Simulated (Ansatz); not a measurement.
Consider B3I.

Input

```
crystal:
  lattice:
    - [3.7771604151, 0.0, 0.0]
    - [0.0, 3.7771604151, 0.0]
    - [0.0, 0.0, 3.7771604151]
  atoms:
    - { symbol: B, position: [0.0, 0.5, 0.5] }
    - { symbol: B, position: [0.5, 0.0, 0.5] }
    - { symbol: B, position: [0.5, 0.5, 0.0] }
    - { symbol: I, position: [0.0, 0.0, 0.0] }
basis:
  ecutwfc: 420
kpoints:
  mp_grid: { grid: [12, 12, 12] }
hamiltonian:
  xc: pbe
scf:
  occupations: { method: gaussian, width: 0.1 }
output:
  forces: true
  stress: true
  eigenvalues: true
  write_density: true
  write_potential: true
  elf: true
  volumetric_format: npy
relax:
  adjacent_minimum: "off"
  f_tol: 0.01
  max_steps: 80
  cell: { stress_tol: 0.05 }
```

Command:

```sh
ansatz run input.yaml --threads 1 --pin off --max-ram 2560MiB --backend cpu --events-out ev --progress --plain --runs-dir out
```

Below, planes, directions and counts refer to the conventional cell (a = 3.78 Å, b = 3.78 Å, c = 3.78 Å, α = 90.00°, β = 90.00°, γ = 90.00°).

The fields are those of the run's last geometry, not of the input's.

Space group Pm-3m; started from the Cu3Au (L1_2)_221 prototype, which need not be the ambient phase.

Level of theory: Ansatz, DFT PBE, scalar-relativistic, plane waves, PAW.

Question: What will maps of the valence pseudo-density and electron localisation function show?

Answer: B–I (2.67 Å): ρ at the midpoint is about 0.33 e/Å³, with its minimum of 0.3 e/Å³ about 1.2 Å from B; the ELF peaks at about 0.80 in the valence shell of B, 0.7 Å from its nucleus, and drops to about 0.45 between the two atoms.

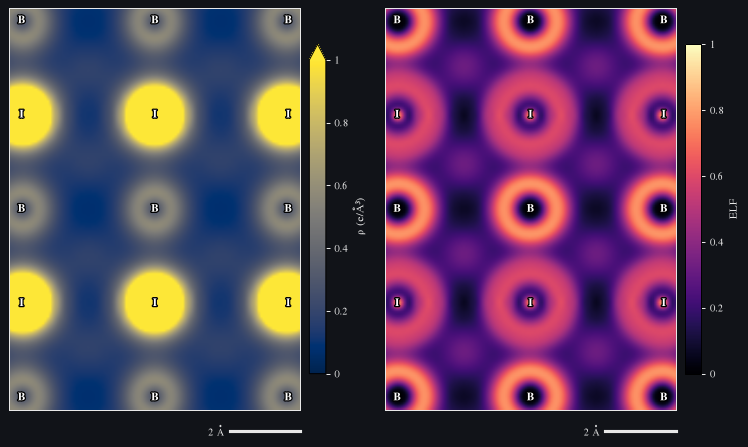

Computed valence pseudo-density and electron localisation function on the (101) plane of the conventional cell, in this order. 

Core electrons are frozen (PAW), and the valence fields are smoothed inside the atomic spheres.
